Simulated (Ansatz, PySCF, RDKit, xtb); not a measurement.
# C4H5GeN: which of the isomers drawn lies lowest?, part 2 of 2

A sample of isomers of C4H5GeN is drawn. Aim: find which of them has the lowest free energy at 298.15 K, then its properties. The sample is small against all isomers, and the most stable one of this formula need not be in it.

xtb, Ansatz and PySCF; isolated molecules. The steps go on from the part before.

## (11) c442a at CCSD(T)/def2-SVP

The input, input.yaml:

```yaml
crystal:
  periodic: [false, false, false]
  atoms:
    - symbol: C
      position_ang: [-0.542995, -0.286561, -1.549335]
    - symbol: C
      position_ang: [0.903395, -0.467721, -1.413567]
    - symbol: C
      position_ang: [1.504867, 0.406202, -0.411280]
    - symbol: C
      position_ang: [2.012468, 1.131269, 0.422210]
    - symbol: Ge
      position_ang: [2.788013, 2.274753, 1.730237]
    - symbol: N
      position_ang: [-1.685262, -0.153107, -1.666070]
    - symbol: H
      position_ang: [1.097206, -1.525067, -1.162746]
    - symbol: H
      position_ang: [1.367692, -0.292683, -2.399592]
    - symbol: H
      position_ang: [1.791397, 3.396842, 2.048960]
    - symbol: H
      position_ang: [3.086645, 1.449072, 2.989223]
    - symbol: H
      position_ang: [4.087292, 2.859570, 1.158967]
basis:
  gaussian:
    orbitals: def2-SVP
correlation:
  method: ccsd_t
  frozen_orbitals: {Ge: 9, C: 1, H: 0, "N": 1}
```

Command:

```
ansatz run input.yaml --threads 2 --pin off --max-ram 5220MiB --events-out events.jsonl --progress --plain --runs-dir runs
```

What it wrote, shortened:

```text
Warning: RAYON_NUM_THREADS=2 ignored (pool sized by the plan → 2); use --threads N
Functional definition: HF
  name "HF"
[...]
1300 factors; integrals over basis functions are off by at most 1.4e-3 eV
[...]
mean field -62142.72008093 eV, -2283.7028411257 hartree, gradient 1.5e-6 eV, S^2 0.000000; 0 other end points of the search recorded, 0 dependent functions left out
14 core orbitals not correlated: weight in the atoms' cores, before any rotation towards them, 1.000 or more for the frozen orbitals, at most 0.000 for the correlated occupied ones
reference -62142.72008093 eV, -2283.7028411257 hartree; 20, 20 occupied and 93, 93 virtual orbitals, 1300 factors
second order -24.33285798 eV of doubles, -0.00000000 eV of singles
cycle   1  -24.10853196 eV  change    2.2e-1 eV  update   1.3e-1
[...]
cycle   9  -25.16710501 eV  change   -9.8e-6 eV  update   1.8e-5
perturbative correction -1.00460364 eV, -0.0369185027 hartree
Total energy: -62168.89178958 eV, -2284.6646336787 hartree
```

Wall time 33 s (2 threads of Arm Neoverse V2, shared host); peak memory 0.81 GiB.

For c777a the log finds that unrestricted Hartree-Fock orbitals lie lower, a sign to watch the closed-shell reference there.

## (12) The ranking

Energies in kcal/mol from c442a; G adds the thermal terms to the CCSD(T)/def2-SVP + MP2/def2-TZVPP - MP2/def2-SVP energy. The columns left of the relaxed level are at the tight-binding geometries.

```
label                SMILES     spin  GFN2-xTB  HF/STO-3G  r2SCAN-D4/def2-SVP  PBE0-D3(BJ)/def2-SVP  HF/def2-SVP  MP2/def2-SVP  CCSD(T)/def2-SVP + MP2/def2-TZVPP - MP2/def2-SVP    G  share at equilibrium     T1
c442a       N#CCC#[C][GeH3]  singlet       0.0        0.0                 0.0                   0.0          0.0           0.0                                               0.0  0.0                83.1 %  0.012
c777a     N#CC#C[CH2][GeH3]  singlet      -0.5        5.0                -6.0                  -4.1          4.3          -1.3                                               1.0  0.9                16.9 %  0.013
c547a  C#C[C@@H]([GeH3])C#N  singlet       5.9       15.5                 7.1                   6.4          9.9           6.9                                               6.9  6.4               < 0.1 %  0.012
```

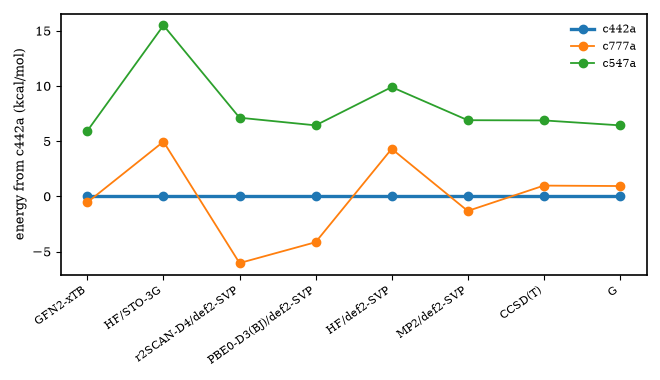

The finalists at each level, measured from c442a.

Lowest found: c442a, `N#CCC#[C][GeH3]`, a singlet. Bond lengths: C1–C2 1.464 Å, C2–C3 1.459 Å, C3–C4 1.216 Å, C4–Ge5 1.903 Å, C1–N6 1.156 Å, C2–H7 1.104 Å, C2–H8 1.104 Å, Ge5–H9 1.534 Å, Ge5–H10 1.535 Å, Ge5–H11 1.535 Å. Some angles: C1–C2–C3 113.4°, C2–C1–N6 179.3°, C2–C3–C4 179.7°, C3–C4–Ge5 179.4°, C1–C2–H7 108.2°, C1–C2–H8 108.2°, C3–C2–H7 110.2°, C3–C2–H8 110.2°, C4–Ge5–H9 108.5°, C4–Ge5–H10 108.7°.

```xyz
11

C    -0.5430   -0.2866   -1.5493
C     0.9034   -0.4677   -1.4136
C     1.5049    0.4062   -0.4113
C     2.0125    1.1313    0.4222
Ge    2.7880    2.2748    1.7302
N    -1.6853   -0.1531   -1.6661
H     1.0972   -1.5251   -1.1627
H     1.3677   -0.2927   -2.3996
H     1.7914    3.3968    2.0490
H     3.0866    1.4491    2.9892
H     4.0873    2.8596    1.1590
```

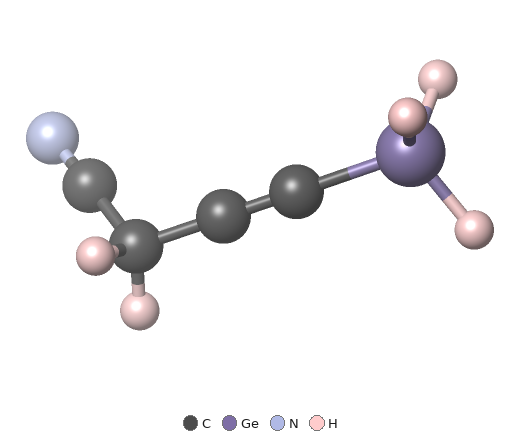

The lowest structure found, seen from a chosen angle (carbon dark grey, germanium purple, nitrogen light blue, hydrogen pink).

## (13) Density, orbitals and dipole (PBE0/def2-SVPD)

The input, input.yaml:

```yaml
crystal:
  periodic: [false, false, false]
  atoms:
    - {symbol: C, position_ang: [-0.542995, -0.286561, -1.549335]}
    - {symbol: C, position_ang: [0.903395, -0.467721, -1.413567]}
    - {symbol: C, position_ang: [1.504867, 0.406202, -0.411280]}
    - {symbol: C, position_ang: [2.012468, 1.131269, 0.422210]}
    - {symbol: Ge, position_ang: [2.788013, 2.274753, 1.730237]}
    - {symbol: "N", position_ang: [-1.685262, -0.153107, -1.666070]}
    - {symbol: H, position_ang: [1.097206, -1.525067, -1.162746]}
    - {symbol: H, position_ang: [1.367692, -0.292683, -2.399592]}
    - {symbol: H, position_ang: [1.791397, 3.396842, 2.048960]}
    - {symbol: H, position_ang: [3.086645, 1.449072, 2.989223]}
    - {symbol: H, position_ang: [4.087292, 2.859570, 1.158967]}
basis:
  gaussian:
    orbitals: def2-SVPD
magnetization:
  spin_polarized: false
  initial_magnetization: 0
hamiltonian:
  xc: pbe0
output:
  forces: true
  orbitals: {seedname: orbitals}
```

Command:

```
ansatz run input.yaml --threads 2 --pin off --max-ram 5220MiB --events-out events.jsonl --progress --plain --runs-dir runs
```

What it wrote, shortened:

```text
Warning: RAYON_NUM_THREADS=2 ignored (pool sized by the plan → 2); use --threads N
Functional definition: PBE0
  name "PBE0"
[...]
1774 factors; integrals over basis functions are off by at most 1.3e-3 eV
[...]
mean field -62209.84694665 eV, -2286.1697079407 hartree, gradient 1.6e-5 eV, S^2 0.000000; 0 other end points of the search recorded, 0 dependent functions left out
[...]
reference -62209.84698819 eV, -2286.1697094673 hartree; 34, 34 occupied and 144, 144 virtual orbitals, 1774 factors
Total energy: -62209.84698819 eV, -2286.1697094673 hartree
Atom 0 at    -0.542995    -0.286561    -1.549335 Å, force    -0.137579     0.029647    -0.000492 eV/Å
Atom 1 at     0.903395    -0.467721    -1.413567 Å, force     0.033653    -0.058665    -0.050781 eV/Å
Atom 2 at     1.504867     0.406202    -0.411280 Å, force     0.001373     0.006563     0.007327 eV/Å
Atom 3 at     2.012468     1.131269     0.422210 Å, force     0.002370     0.004353     0.004490 eV/Å
Atom 4 at     2.788013     2.274753     1.730237 Å, force     0.029017     0.035456     0.041469 eV/Å
Atom 5 at    -1.685262    -0.153107    -1.666070 Å, force     0.111182    -0.023784     0.000553 eV/Å
Atom 6 at     1.097206    -1.525067    -1.162746 Å, force    -0.009093     0.027989    -0.002515 eV/Å
Atom 7 at     1.367692    -0.292683    -2.399592 Å, force    -0.015299     0.000289     0.024998 eV/Å
Atom 8 at     1.791397     3.396842     2.048960 Å, force     0.012478    -0.019716    -0.007867 eV/Å
Atom 9 at     3.086645     1.449072     2.989223 Å, force    -0.007260     0.009019    -0.021733 eV/Å
Atom 10 at     4.087292     2.859570     1.158967 Å, force    -0.020843    -0.011151     0.004549 eV/Å
Dipole moment:     0.767993    -0.095777     0.072151 e Å
```

Run time: 8.1 s. Hardware: 2 threads of Arm Neoverse V2, shared host; peak memory 0.54 GiB.

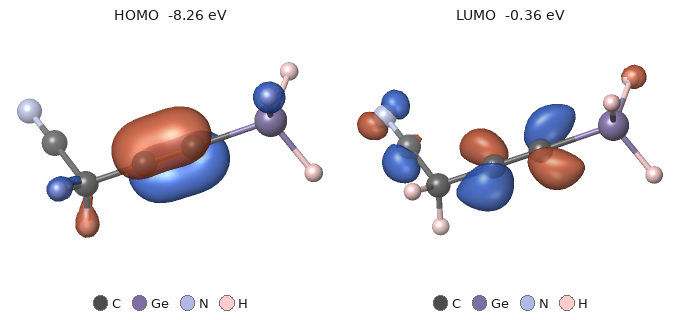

Frontier orbitals of this run, surfaces at ±0.2 Å^-3/2.

## (14) Electronic excitations (TD-PBE0/def2-SVPD)

An in-house driver calls PySCF's response routines at TD-PBE0/def2-SVPD; it has no typed input.

What it wrote:

```text
coarse grid: 45616 points
cycle   1  E = -2286.0928972039  dE =  3.348e-02  |g| = 6.142e-01  |ddm| = 5.947e+00
cycle   2  E = -2285.8809318745  dE =  2.120e-01  |g| = 1.151e+00  |ddm| = 2.526e+00
cycle   3  E = -2286.1555678365  dE = -2.746e-01  |g| = 2.595e-01  |ddm| = 1.683e+00
cycle   4  E = -2286.1693037264  dE = -1.374e-02  |g| = 4.540e-02  |ddm| = 3.912e-01
cycle   5  E = -2286.1695562321  dE = -2.525e-04  |g| = 2.886e-02  |ddm| = 1.095e-01
cycle   6  E = -2286.1697504613  dE = -1.942e-04  |g| = 5.351e-03  |ddm| = 5.184e-02
cycle   7  E = -2286.1697577835  dE = -7.322e-06  |g| = 8.621e-04  |ddm| = 1.617e-02
final grid: 95728 points
cycle   8  E = -2286.1697505502  dE =  3.999e-08  |g| = 9.918e-04  |ddm| = 6.207e-03
cycle   9  E = -2286.1697500829  dE =  4.673e-07  |g| = 1.745e-03  |ddm| = 4.231e-03
cycle  10  E = -2286.1697507663  dE = -6.834e-07  |g| = 3.290e-04  |ddm| = 2.675e-03
cycle  11  E = -2286.1697507914  dE = -2.505e-08  |g| = 4.103e-05  |ddm| = 5.257e-04
cycle  12  E = -2286.1697507917  dE = -3.506e-10  |g| = 1.372e-05  |ddm| = 7.309e-05
converged SCF energy = -2286.1697507917

Static polarisability (au): isotropic 81.806, principal 60.987 71.217 113.213

Singlet excitations
state   eV       nm        f      main configurations
  1   6.0268    205.7   0.00013   H->L 0.78, H-1->L+1 0.14
  2   6.3213    196.1   0.00140   H-1->L 0.48, H->L+1 0.45
  3   6.3772    194.4   0.00068   H-1->L+1 0.81, H->L 0.14
  4   7.1562    173.3   0.00013   H->L+2 0.89
  5   7.2594    170.8   0.02478   H-1->L+2 0.82, H-1->L 0.10
  6   7.5812    163.5   0.00018   H-2->L 0.30, H->L+5 0.21, H-2->L+6 0.11
  7   7.6659    161.7   0.16675   H->L+4 0.43, H->L+1 0.16, H-1->L 0.09
  8   7.6833    161.4   0.01097   H->L+3 0.91

Triplet excitations (Tamm-Dancoff, eV): 4.9303 5.3935 5.4157
```

Wall time 17 s (2 threads of Arm Neoverse V2, shared host); peak memory 0.71 GiB.

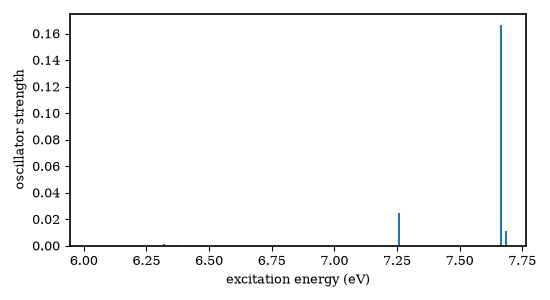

Vertical excitations as sticks.

The roots found:

```csv
excited state,energy (eV),strength
1,6.027,0.0001
2,6.321,0.0014
3,6.377,0.0007
4,7.156,0.0001
5,7.259,0.0248
6,7.581,0.0002
7,7.666,0.1668
8,7.683,0.0110
```

## (15) NMR shieldings (GIAO PBE0/pcSseg-1)

An in-house driver calls PySCF's response routines at GIAO PBE0/pcSseg-1; it has no typed input.

What it wrote:

```text
coarse grid: 45616 points
cycle   1  E = -2286.2296572225  dE =  4.038e-03  |g| = 9.832e-01  |ddm| = 3.654e+00
cycle   2  E = -2286.0112959678  dE =  2.184e-01  |g| = 1.367e+00  |ddm| = 1.580e+00
cycle   3  E = -2286.2814450697  dE = -2.701e-01  |g| = 4.932e-01  |ddm| = 1.155e+00
cycle   4  E = -2286.3325479222  dE = -5.110e-02  |g| = 8.288e-02  |ddm| = 3.262e-01
cycle   5  E = -2286.3334191563  dE = -8.712e-04  |g| = 3.512e-02  |ddm| = 7.249e-02
cycle   6  E = -2286.3337012566  dE = -2.821e-04  |g| = 8.359e-03  |ddm| = 2.730e-02
cycle   7  E = -2286.3337167285  dE = -1.547e-05  |g| = 1.642e-03  |ddm| = 7.271e-03
cycle   8  E = -2286.3337173458  dE = -6.172e-07  |g| = 3.282e-04  |ddm| = 1.648e-03
final grid: 95728 points
cycle   9  E = -2286.3337108344  dE =  7.109e-08  |g| = 6.794e-04  |ddm| = 1.333e-03
cycle  10  E = -2286.3337103103  dE =  5.241e-07  |g| = 1.683e-03  |ddm| = 1.393e-03
cycle  11  E = -2286.3337109350  dE = -6.247e-07  |g| = 9.772e-05  |ddm| = 1.017e-03
cycle  12  E = -2286.3337109368  dE = -1.829e-09  |g| = 1.929e-05  |ddm| = 7.249e-05
cycle  13  E = -2286.3337109369  dE = -7.594e-11  |g| = 5.772e-06  |ddm| = 1.606e-05
converged SCF energy = -2286.3337109369

GIAO shielding tensors (ppm)
atom      isotropic    diamagn.    paramagn.     s11        s22        s33       span
  0 C       66.556     262.621    -196.064    -47.276    -45.456    292.401    339.676
  1 C      173.672     249.885     -76.212    160.494    172.381    188.141     27.647
  2 C       82.489     267.952    -185.463    -13.207    -12.041    272.714    285.920
  3 C       99.053     269.218    -170.166     12.681     16.275    268.202    255.522
  4 Ge    1604.710    2755.030   -1150.320   1580.265   1582.238   1651.629     71.364
  5 N      -41.535     340.068    -381.603   -214.146   -211.731    301.271    515.417
  6 H       28.153      28.066       0.088     22.955     27.509     33.996     11.041
  7 H       28.153      24.997       3.156     22.951     27.510     33.997     11.045
  8 H       26.917      27.685      -0.768     20.394     22.551     37.806     17.412
  9 H       26.984      27.341      -0.356     20.446     22.498     38.008     17.562
 10 H       27.010      26.142       0.867     20.490     22.487     38.052     17.562
```

Run time: 9.9 s. Hardware: 2 threads of Arm Neoverse V2, shared host; peak memory 0.92 GiB.

Isotropic shieldings, averaged over atoms that the bond graph makes equivalent (absolute, not shifts):

```
       atoms  shielding (ppm)
          C1             66.6
          C2            173.7
          C3             82.5
          C4             99.1
         Ge5           1604.7
          N6            -41.5
      H7, H8            28.15
H9, H10, H11            26.97
```

## (16) The cation at the same geometry (PBE0/def2-SVPD)

input.yaml: that of step 13 with these lines changed.

```diff
@@ -8,3 +8,3 @@
     - {symbol: Ge, position_ang: [2.788013, 2.274753, 1.730237]}
-    - {symbol: "N", position_ang: [-1.685262, -0.153107, -1.666070]}
+    - {symbol: N, position_ang: [-1.685262, -0.153107, -1.666070]}
     - {symbol: H, position_ang: [1.097206, -1.525067, -1.162746]}
@@ -17,9 +17,7 @@
     orbitals: def2-SVPD
+total_charge: 1
 magnetization:
-  spin_polarized: false
-  initial_magnetization: 0
+  spin_polarized: true
+  initial_magnetization: 1
 hamiltonian:
   xc: pbe0
-output:
-  forces: true
-  orbitals: {seedname: orbitals}
```

Command:

```
ansatz run input.yaml --threads 2 --pin off --max-ram 5220MiB --events-out events.jsonl --progress --plain --runs-dir runs
```

What it wrote:

```text
Warning: RAYON_NUM_THREADS=2 ignored (pool sized by the plan → 2); use --threads N
Functional definition: PBE0
  name "PBE0"
  parameter a = 0.25
  parameter kappa = 0.804
  parameter beta = 0.06672455060314922
  exchange = (1 - a)*pbe_x(kappa = kappa, mu = beta*pi^2/3) + a*exact_x
  correlation = pbe_c(beta = beta)
1615 factors; their error is unknown
mean field evaluation 1: about -62186.2628 eV, gradient 4.6e1 eV
mean field evaluation 2: about -62109.3962 eV, gradient 9.9e1 eV
mean field evaluation 4: about -62197.8252 eV, gradient 1.0e1 eV
mean field evaluation 8: about -62199.4229 eV, gradient 1.3e0 eV
mean field evaluation 16: about -62199.6066 eV, gradient 4.8e-2 eV
mean field evaluation 32: about -62199.6082 eV, gradient 4.7e-4 eV
mean field -62199.60816548 eV, -2285.7934396727 hartree, gradient 8.4e-6 eV, S^2 0.753746; 4 other end points of the search recorded, 0 dependent functions left out
reference -62199.60820666 eV, -2285.7934411860 hartree; 34, 33 occupied and 144, 145 virtual orbitals, 1615 factors
Total energy: -62199.60820666 eV, -2285.7934411860 hartree
```

It took 39 s on 2 threads of Arm Neoverse V2, shared host; peak memory 1 GiB.

Difference from the parent: 10.24 eV.

## (17) The anion at the same geometry (PBE0/def2-SVPD)

input.yaml: that of step 16 with these lines changed.

```diff
@@ -8,3 +8,3 @@
     - {symbol: Ge, position_ang: [2.788013, 2.274753, 1.730237]}
-    - {symbol: N, position_ang: [-1.685262, -0.153107, -1.666070]}
+    - {symbol: "N", position_ang: [-1.685262, -0.153107, -1.666070]}
     - {symbol: H, position_ang: [1.097206, -1.525067, -1.162746]}
@@ -17,3 +17,3 @@
     orbitals: def2-SVPD
-total_charge: 1
+total_charge: -1
 magnetization:
@@ -22,2 +22,4 @@
 hamiltonian:
-  xc: pbe0
+  xc: {name: PBE0}
+scf:
+  lower_state_search: off
```

Command:

```
ansatz run input.yaml --threads 2 --pin off --max-ram 5220MiB --events-out events.jsonl --progress --plain --runs-dir runs
```

What it wrote, shortened:

```text
Warning: RAYON_NUM_THREADS=2 ignored (pool sized by the plan → 2); use --threads N
Functional definition: PBE0
  name "PBE0"
[...]
1615 factors; their error is unknown
[...]
mean field -62208.83026096 eV, -2286.1323454308 hartree, gradient 7.0e-6 eV, S^2 0.750944; 0 other end points of the search recorded, 0 dependent functions left out
reference -62208.83030316 eV, -2286.1323469815 hartree; 35, 34 occupied and 143, 144 virtual orbitals, 1615 factors
Total energy: -62208.83030316 eV, -2286.1323469815 hartree
Checks for a lower state left out: stability, starts, cluster_reference, orbital_swaps, neighbouring_geometries, increment
```

It took 12 s on 2 threads of Arm Neoverse V2, shared host; peak memory 0.59 GiB.

Parent less the species with the added electron: -1.02 eV. The extra electron isn't bound at this geometry, so the number measures the basis, not the molecule.

## (18) The triplet at the same geometry (PBE0/def2-SVPD)

input.yaml: that of step 17 with these lines changed.

```diff
@@ -17,9 +17,6 @@
     orbitals: def2-SVPD
-total_charge: -1
 magnetization:
   spin_polarized: true
-  initial_magnetization: 1
+  initial_magnetization: 2
 hamiltonian:
-  xc: {name: PBE0}
-scf:
-  lower_state_search: off
+  xc: pbe0
```

Command:

```
ansatz run input.yaml --threads 2 --pin off --max-ram 5220MiB --events-out events.jsonl --progress --plain --runs-dir runs
```

What it wrote:

```text
Warning: RAYON_NUM_THREADS=2 ignored (pool sized by the plan → 2); use --threads N
Functional definition: PBE0
  name "PBE0"
  parameter a = 0.25
  parameter kappa = 0.804
  parameter beta = 0.06672455060314922
  exchange = (1 - a)*pbe_x(kappa = kappa, mu = beta*pi^2/3) + a*exact_x
  correlation = pbe_c(beta = beta)
1615 factors; their error is unknown
mean field evaluation 1: about -62193.3567 eV, gradient 4.2e1 eV
mean field evaluation 2: about -62155.8747 eV, gradient 8.1e1 eV
mean field evaluation 4: about -62202.8456 eV, gradient 1.1e1 eV
mean field evaluation 8: about -62204.0026 eV, gradient 7.3e-1 eV
mean field evaluation 16: about -62204.5190 eV, gradient 1.1e-1 eV
mean field evaluation 32: about -62204.7024 eV, gradient 8.9e-4 eV
mean field -62204.70242688 eV, -2285.9806503262 hartree, gradient 2.6e-6 eV, S^2 2.008020; 4 other end points of the search recorded, 0 dependent functions left out
reference -62204.70247001 eV, -2285.9806519112 hartree; 35, 33 occupied and 143, 145 virtual orbitals, 1615 factors
Total energy: -62204.70247001 eV, -2285.9806519112 hartree
```

Wall time 87 s (2 threads of Arm Neoverse V2, shared host); peak memory 1 GiB.

It lies 5.14 eV above the singlet.

## (19) Outcome

This closing draws on all 2 parts.

```
                                           quantity                                                                  value
                             lowest structure found                                               N#CCC#[C][GeH3], singlet
                                      next finalist                   N#CC#C[CH2][GeH3], singlet, 0.9 kcal/mol higher in G
          share at equilibrium, among the finalists                                                                 83.1 %
                                             funnel  3 starts, 3 minima at GFN2-xTB, 6 screening runs, 3 relaxed, 3 ranked
                               CPU time of all runs                                                                 15 min
                     dipole moment (PBE0/def2-SVPD)                                                                 3.73 D
                       HOMO energy (PBE0/def2-SVPD)                                                               -8.26 eV
                       LUMO energy (PBE0/def2-SVPD)                                                               -0.36 eV
                     HOMO–LUMO gap (PBE0/def2-SVPD)                                                                7.89 eV
              lowest excitation (TD-PBE0/def2-SVPD)                                                    6.03 eV (f = 0.000)
       strongest of the states computed, same level                                                    7.67 eV (f = 0.167)
lowest triplet excitation, same level, Tamm-Dancoff                                                                4.93 eV
                         vertical ionisation energy                                                               10.24 eV
                         vertical electron affinity                     -1.02 eV (unbound: the value depends on the basis)
                      vertical triplet less singlet                                                               +5.14 eV
```

`N#CCC#[C][GeH3]` comes out lowest. Its margin of 0.9 kcal/mol is inside the likely error of CCSD(T)/def2-SVP + MP2/def2-TZVPP - MP2/def2-SVP with harmonic terms (about 1.5 kcal/mol), so the order of the first two is not settled. HF/STO-3G and HF/def2-SVP already put its bonding pattern lowest among the structures in one piece; GFN2-xTB, r2SCAN-D4/def2-SVP, PBE0-D3(BJ)/def2-SVP and MP2/def2-SVP favour the singlet N#CC#C[CH2][GeH3]. The largest share of the time went into the final energies (30 %). Lowest found is not proven lowest: the search is finite, and each finalist counts with one conformer. Only 3 drawn patterns were tried, so whole families of isomers are missing, and the result ranks this sample alone. The lowest isomer need not be the one that is made and kept in a bottle, which depends on barriers.
